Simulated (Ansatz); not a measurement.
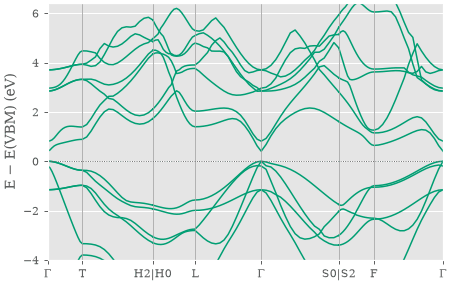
Figure: Band structure from PBEsol in the plane-wave PAW code Ansatz

Q: Read off the gap and where the band edges lie.

A: About 0.4 eV (0.41 eV by a search for the band edges); maximum at Γ, minimum at Γ.

The material is AlInSb2 in space group R3m (No. 160; Al on 3a, In on 3a, Sb on 3a, Sb on 3a).

The first step of the workflow began from a Materials Project structure, measured or hypothetical; the Crystallography Open Database copy checked does not list it. With Al and In taken as one species the cell has the higher symmetry F-43m, so it may be an ordered model of a mixed-site phase. Its standing as an ambient phase is unchecked. The PBEsol relaxation kept the symmetry of its start; of distortions, only those at the zone centre were tested. Scalar-relativistic: spin–orbit coupling is off unless named, which matters more the heavier the elements.

Potentials: the later of the program's two PAW sets.
